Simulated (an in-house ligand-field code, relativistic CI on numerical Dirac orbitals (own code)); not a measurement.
# d2 in a ligand field: terms for several parameter sets

Which terms of d2 lie lowest for given Racah parameters, spin-orbit constant and ligand field?

Program: an in-house ligand-field code version 1. Level of theory: parametric ligand-field model of a d^n configuration (Racah B and C, spin-orbit zeta, crystal field), exact diagonalisation. These are calculated values, not measurements, unless marked.

**1. The atom as given**

- shell: d2
- set 1 (cm⁻¹): B = 400, C = 1790, ζ = 230, Oh, 10Dq = 28900
- set 2 (cm⁻¹): B = 810, C = 3590, ζ = 1300, Oh, 10Dq = 32550
- set 3 (cm⁻¹): B = 530, C = 1910, ζ = 370, Oh, 10Dq = 34500
- set 4 (cm⁻¹): B = 760, C = 3070, ζ = 720, Oh, 10Dq = 13300
- set 5 (cm⁻¹): B = 910, C = 4430, ζ = 790, Oh, 10Dq = 32650
- set 6 (cm⁻¹): B = 460, C = 2020, ζ = 850, Oh, 10Dq = 39600
- set 7 (cm⁻¹): B = 970, C = 3680, ζ = 570, Oh, 10Dq = 28250
- set 8 (cm⁻¹): B = 990, C = 4980, ζ = 590, Td, 10Dq = -4950

**2. Set 1**

Settings, as recorded:

```ini
n = 2
racah_B = 400  # cm-1
racah_C = 1790  # cm-1
zeta = 230  # cm-1
symmetry = Oh
field = {"10Dq": 28900}  # cm-1
```

Main fields of the result record, rounded:

```text
{
  "status": "converged",
  "terms [E_cm, degeneracy, irrep, S, n_eg]": [
    [0, 2, "E", 0.9994, 0.006033],
    [2.3000565, 3, "T2", 0.9995, 0.005929],
    [269.62536, 3, "T1", 1, 0.005002],
    [395.3223, 1, "A1", 0.9997, 0.004475],
    [6229.8411, 3, "T2", 0.001829, 0.00257],
    [6266.028, 2, "E", 0.002071, 0.001258],
    [14549.627, 1, "A1", 0.001454, 0.02565],
    [27902.629, 1, "A2", 1, 1],
    [27959.627, 3, "T2", 0.9998, 0.9999],
    [28072.764, 3, "T1", 0.9998, 0.9999],
    [28073.086, 2, "E", 1, 0.9998],
    [32848.398, 1, "A1", 0.9997, 0.9954],
    [32920.848, 3, "T1", 0.9997, 0.9951],
    [33057.089, 3, "T2", 0.9951, 0.9942],
    [33073.332, 2, "E", 0.9999, 0.9942],
    [34878.258, 3, "T2", 0.01477, 0.9976],
    [36402.28, 3, "T1", 0.001472, 1],
    [56923.661, 3, "T2", 0.9999, 2],
    [63735.701, 2, "E", 0.000281, 1.999],
    [71202.17, 1, "A1", 0.000256, 1.974]
  ],
  "n_levels_all": 20
}
```

Wall time 0.048 s (1 thread, shared host).

**3. Set 2**

Settings, as recorded:

```ini
n = 2
racah_B = 810  # cm-1
racah_C = 3590  # cm-1
zeta = 1300  # cm-1
symmetry = Oh
field = {"10Dq": 32550}  # cm-1
```

Result record:

```text
{
  "status": "converged",
  "terms [E_cm, degeneracy, irrep, S, n_eg]": [
    [0, 2, "E", 0.995, 0.02259],
    [73.157925, 3, "T2", 0.9957, 0.01975],
    [1750.2568, 3, "T1", 0.9997, 0.01331],
    [2478.9883, 1, "A1", 0.9974, 0.00835],
    [13301.481, 3, "T2", 0.02789, 0.01654],
    [13526.429, 2, "E", 0.02181, 0.006332],
    [29024.471, 1, "A1", 0.03748, 0.09166],
    [31085.508, 1, "A2", 1, 1],
    [31464.8, 3, "T2", 0.9949, 0.9939],
    [32046.025, 3, "T1", 0.9984, 0.9983],
    [32084.486, 2, "E", 0.9991, 0.9959],
    [41200.028, 1, "A1", 0.988, 0.9832],
    [41579.638, 3, "T1", 0.9979, 0.9887],
    [42317.637, 3, "T2", 0.9502, 0.9827],
    [42612.553, 2, "E", 0.9965, 0.9816],
    [45861.108, 3, "T2", 0.1368, 0.9948],
    [48716.112, 3, "T1", 0.01162, 0.9997],
    [64474.862, 3, "T2", 0.9969, 1.992],
    [78184.071, 2, "E", 0.005685, 1.994],
    [94338.545, 1, "A1", 0.004742, 1.917]
  ],
  "n_levels_all": 20
}
```

Wall time 0.048 s (1 thread, shared host).

**4. Set 3**

Settings, as recorded:

```ini
n = 2
racah_B = 530  # cm-1
racah_C = 1910  # cm-1
zeta = 370  # cm-1
symmetry = Oh
field = {"10Dq": 34500}  # cm-1
```

Result record:

```text
{
  "status": "converged",
  "terms [E_cm, degeneracy, irrep, S, n_eg]": [
    [0, 2, "E", 0.9989, 0.007479],
    [5.3463448, 3, "T2", 0.9991, 0.007282],
    [443.09568, 3, "T1", 1, 0.005943],
    [644.61418, 1, "A1", 0.9994, 0.005148],
    [7391.7553, 3, "T2", 0.003368, 0.003297],
    [7447.1892, 2, "E", 0.003853, 0.001587],
    [17203.549, 1, "A1", 0.00265, 0.02386],
    [33216.8, 1, "A2", 1, 1],
    [33308.717, 3, "T2", 0.9997, 0.9998],
    [33489.667, 3, "T1", 0.9997, 0.9999],
    [33491.16, 2, "E", 0.9999, 0.9997],
    [39779.446, 1, "A1", 0.9995, 0.9947],
    [39897.264, 3, "T1", 0.9994, 0.9942],
    [40101.049, 3, "T2", 0.9808, 0.9931],
    [40149.535, 2, "E", 0.9997, 0.9929],
    [41604.081, 3, "T2", 0.055, 0.997],
    [43592.173, 3, "T1", 0.003026, 1],
    [67914.851, 3, "T2", 0.9999, 2],
    [76021.116, 2, "E", 0.0005185, 1.998],
    [84824.591, 1, "A1", 0.0004772, 1.976]
  ],
  "n_levels_all": 20
}
```

Wall time 0.049 s (1 thread, shared host).

**5. Set 4**

Settings, as recorded:

```ini
n = 2
racah_B = 760  # cm-1
racah_C = 3070  # cm-1
zeta = 720  # cm-1
symmetry = Oh
field = {"10Dq": 13300}  # cm-1
```

Result record:

```text
{
  "status": "converged",
  "terms [E_cm, degeneracy, irrep, S, n_eg]": [
    [0, 2, "E", 0.9974, 0.05827],
    [70.584641, 3, "T2", 0.9979, 0.0522],
    [1074.4825, 3, "T1", 0.9997, 0.0441],
    [1569.1193, 1, "A1", 0.999, 0.03604],
    [11163.331, 3, "T2", 0.4555, 0.3568],
    [12019.443, 2, "E", 0.0282, 0.02881],
    [12285.438, 1, "A2", 1, 1],
    [12846.125, 3, "T1", 0.9994, 0.9966],
    [12897.003, 2, "E", 0.9971, 0.9888],
    [13035.075, 3, "T2", 0.7651, 0.6892],
    [21859.294, 1, "A1", 0.9268, 0.8793],
    [22446.491, 3, "T1", 0.9995, 0.9595],
    [22997.992, 3, "T2", 0.9663, 0.948],
    [23112.368, 2, "E", 0.9934, 0.947],
    [23893.352, 1, "A1", 0.1801, 0.3884],
    [25043.576, 3, "T2", 0.4899, 1.294],
    [26502.068, 3, "T2", 0.77, 1.66],
    [27934.652, 3, "T1", 0.004278, 0.9998],
    [38498.374, 2, "E", 0.007023, 1.977],
    [55189.985, 1, "A1", 0.004616, 1.696]
  ],
  "n_levels_all": 20
}
```

It took 0.048 s on 1 thread, shared host.

**6. Set 5**

Settings, as recorded:

```ini
n = 2
racah_B = 910  # cm-1
racah_C = 4430  # cm-1
zeta = 790  # cm-1
symmetry = Oh
field = {"10Dq": 32650}  # cm-1
```

Result record:

```text
{
  "status": "converged",
  "terms [E_cm, degeneracy, irrep, S, n_eg]": [
    [0, 2, "E", 0.9986, 0.02084],
    [29.0518, 3, "T2", 0.9988, 0.01968],
    [1033.5921, 3, "T1", 0.9999, 0.01585],
    [1506.5866, 1, "A1", 0.9994, 0.01323],
    [15245.398, 3, "T2", 0.01156, 0.01403],
    [15447.287, 2, "E", 0.007247, 0.005864],
    [30815.005, 1, "A2", 1, 1],
    [31043.699, 3, "T2", 0.9974, 0.9967],
    [31406.384, 3, "T1", 0.9996, 0.9993],
    [31422.276, 2, "E", 0.9997, 0.9984],
    [33300.873, 1, "A1", 0.02074, 0.1191],
    [42319.202, 1, "A1", 0.9931, 0.981],
    [42560.271, 3, "T1", 0.9996, 0.9849],
    [43095.012, 3, "T2", 0.9899, 0.9807],
    [43175.483, 2, "E", 0.9986, 0.9806],
    [47706.449, 3, "T2", 0.03327, 0.9923],
    [51014.774, 3, "T1", 0.002872, 0.9999],
    [63935.424, 3, "T2", 0.9985, 1.997],
    [80194.981, 2, "E", 0.00194, 1.994],
    [99918.36, 1, "A1", 0.001566, 1.887]
  ],
  "n_levels_all": 20
}
```

Run time: 0.048 s. Hardware: 1 thread, shared host.

**7. Set 6**

Settings, as recorded:

```ini
n = 2
racah_B = 460  # cm-1
racah_C = 2020  # cm-1
zeta = 850  # cm-1
symmetry = Oh
field = {"10Dq": 39600}  # cm-1
```

Result record:

```text
{
  "status": "converged",
  "terms [E_cm, degeneracy, irrep, S, n_eg]": [
    [0, 2, "E", 0.9944, 0.006576],
    [20.516708, 3, "T2", 0.9951, 0.00592],
    [1036.0937, 3, "T1", 0.9999, 0.003479],
    [1439.7267, 1, "A1", 0.9964, 0.001913],
    [7500.3208, 3, "T2", 0.01623, 0.003037],
    [7553.6674, 2, "E", 0.01831, 0.001453],
    [17124.478, 1, "A1", 0.01393, 0.01892],
    [38554.89, 1, "A2", 1, 1],
    [38755.602, 3, "T2", 0.9987, 0.9993],
    [39158.449, 2, "E", 0.9996, 0.9989],
    [39158.502, 3, "T1", 0.998, 0.9995],
    [44156.894, 1, "A1", 0.9982, 0.9977],
    [44412.517, 3, "T1", 0.9966, 0.9971],
    [44798.879, 3, "T2", 0.9458, 0.9954],
    [45007.961, 2, "E", 0.999, 0.9949],
    [46940.642, 3, "T2", 0.1426, 0.998],
    [48597.449, 3, "T1", 0.01632, 0.9999],
    [78638.382, 3, "T2", 0.9995, 1.998],
    [86379.374, 2, "E", 0.002114, 1.998],
    [94743.463, 1, "A1", 0.001951, 1.981]
  ],
  "n_levels_all": 20
}
```

It took 0.048 s on 1 thread, shared host.

**8. Set 7**

Settings, as recorded:

```ini
n = 2
racah_B = 970  # cm-1
racah_C = 3680  # cm-1
zeta = 570  # cm-1
symmetry = Oh
field = {"10Dq": 28250}  # cm-1
```

Result record:

```text
{
  "status": "converged",
  "terms [E_cm, degeneracy, irrep, S, n_eg]": [
    [0, 2, "E", 0.9991, 0.02612],
    [19.461436, 3, "T2", 0.9993, 0.02524],
    [757.86034, 3, "T1", 0.9999, 0.02198],
    [1113.2007, 1, "A1", 0.9996, 0.0198],
    [14041.509, 3, "T2", 0.00895, 0.01818],
    [14280.504, 2, "E", 0.004659, 0.007906],
    [26362.138, 1, "A2", 1, 1],
    [26529.026, 3, "T2", 0.9978, 0.9971],
    [26791.077, 3, "T1", 0.9998, 0.9995],
    [26802.679, 2, "E", 0.9998, 0.9988],
    [30735.928, 1, "A1", 0.01381, 0.125],
    [38774.01, 1, "A1", 0.9953, 0.9765],
    [38963.671, 3, "T1", 0.9997, 0.9785],
    [39357.432, 3, "T2", 0.9866, 0.9751],
    [39418.286, 2, "E", 0.9991, 0.975],
    [42215.531, 3, "T2", 0.0419, 0.9871],
    [45660.945, 3, "T1", 0.001824, 1],
    [54944.87, 3, "T2", 0.9987, 1.997],
    [70244.223, 2, "E", 0.001364, 1.992],
    [88650.415, 1, "A1", 0.001101, 1.879]
  ],
  "n_levels_all": 20
}
```

Run time: 0.083 s. Hardware: 1 thread, shared host.

**9. Set 8**

Settings, as recorded:

```ini
n = 2
racah_B = 990  # cm-1
racah_C = 4980  # cm-1
zeta = 590  # cm-1
symmetry = Td
field = {"10Dq": -4950}  # cm-1
```

Result record:

```text
{
  "status": "converged",
  "terms [E_cm, degeneracy, irrep, S, n_eg]": [
    [0, 3, "T2", 0.9994, 1.97],
    [4815.4057, 1, "A2", 1, 1],
    [4913.2556, 2, "E", 0.9968, 0.9477],
    [4983.7531, 3, "T2", 0.9991, 1.008],
    [5173.9952, 3, "T1", 0.9999, 0.9869],
    [8410.4353, 3, "T2", 0.9996, 0.3526],
    [8566.8177, 2, "E", 0.9978, 0.3971],
    [9236.4689, 3, "T1", 0.9995, 0.365],
    [9567.1927, 1, "A1", 0.999, 0.3644],
    [17022.025, 2, "E", 0.05651, 1.801],
    [20615.731, 3, "T2", 0.598, 0.7564],
    [20675.752, 1, "A1", 0.9991, 0.6378],
    [20996.274, 3, "T1", 0.9999, 0.649],
    [21648.315, 2, "E", 0.9841, 0.702],
    [22388.997, 3, "T2", 0.639, 0.7414],
    [25356.396, 1, "A1", 0.003501, 1.441],
    [26969.884, 3, "T1", 0.002355, 0.9991],
    [29951.615, 2, "E", 0.00406, 0.1526],
    [30518.518, 3, "T2", 0.002551, 0.1713],
    [63417.282, 1, "A1", 0.002239, 0.5572]
  ],
  "n_levels_all": 20
}
```

Wall time 0.093 s (1 thread, shared host).

**10. Comparison**

| set | 10Dq/B (size) | lowest | S | electrons in z² and x²-y² | next level (cm⁻¹) |
| --- | --- | --- | --- | --- | --- |
| 1: Oh | 72.2 | E | 1.00 | 0.01 | T2 2.30 |
| 2: Oh | 40.2 | E | 1.00 | 0.02 | T2 73 |
| 3: Oh | 65.1 | E | 1.00 | 0.01 | T2 5.35 |
| 4: Oh | 17.5 | E | 1.00 | 0.06 | T2 71 |
| 5: Oh | 35.9 | E | 1.00 | 0.02 | T2 29 |
| 6: Oh | 86.1 | E | 0.99 | 0.01 | T2 21 |
| 7: Oh | 29.1 | E | 1.00 | 0.03 | T2 19 |
| 8: Td | 5.0 | T2 | 1.00 | 1.97 | A2 4815 |

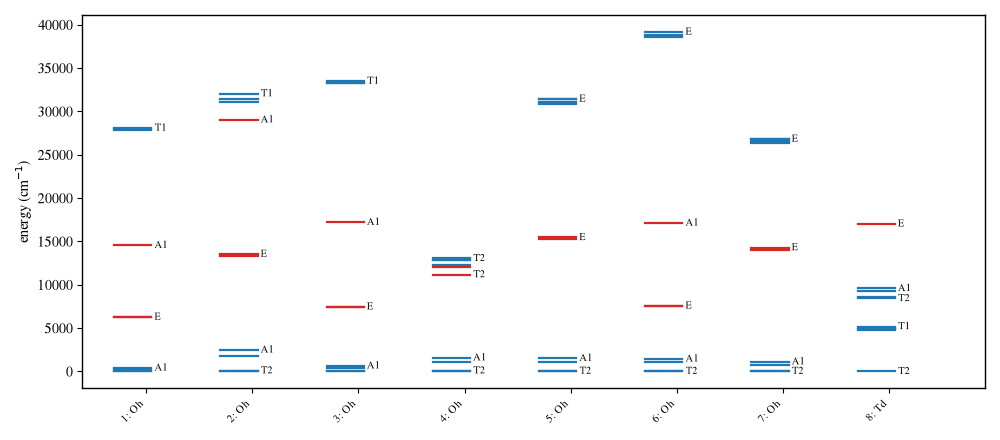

The lowest levels of each set; blue lies within 0.3 of the lowest level's S, red farther.

**11. What came out**

| quantity | value |
| --- | --- |
| lowest spin-orbit levels | 1: E, 2: E, 3: E, 4: E, 5: E, 6: E, 7: E, 8: T2 |

What this shows: 8 of 8 sets have the highest spin that their shell allows, S = 1. A negative 10Dq stands for a tetrahedral field. With spin-orbit coupling the labels are those of spin-orbit levels, not of terms, and S is an average from the expectation value of its square. B, C and the field are free parameters here, not those of a compound.
